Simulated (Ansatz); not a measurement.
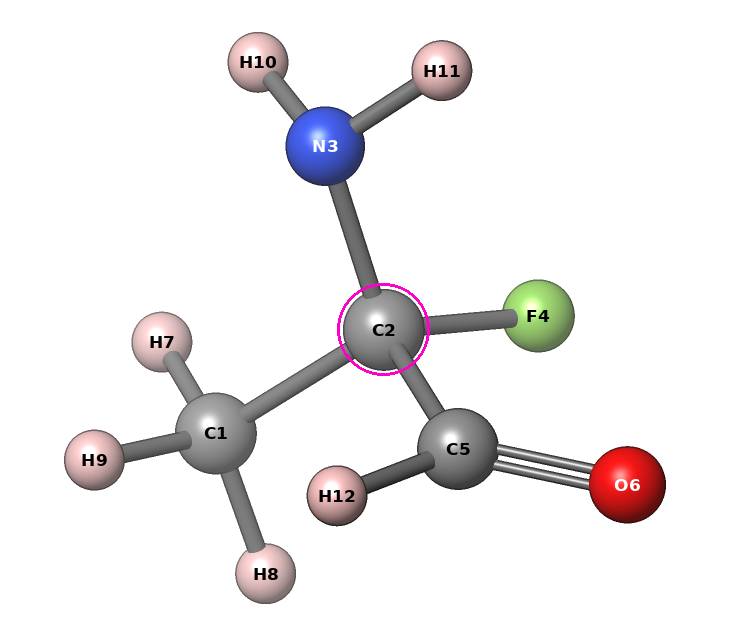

Atoms fade into the background with distance from the viewer. Circles mark the stereogenic atoms. Computed geometry: PBE-D4/def2-SVP optimisation. No frequency run is at hand to confirm it as a minimum.

> What are the Cahn–Ingold–Prelog descriptors?

C2: S (priorities F4 > N3 > C5 > C1).

> Write the isomeric SMILES.

C[C@](N)(F)C=O
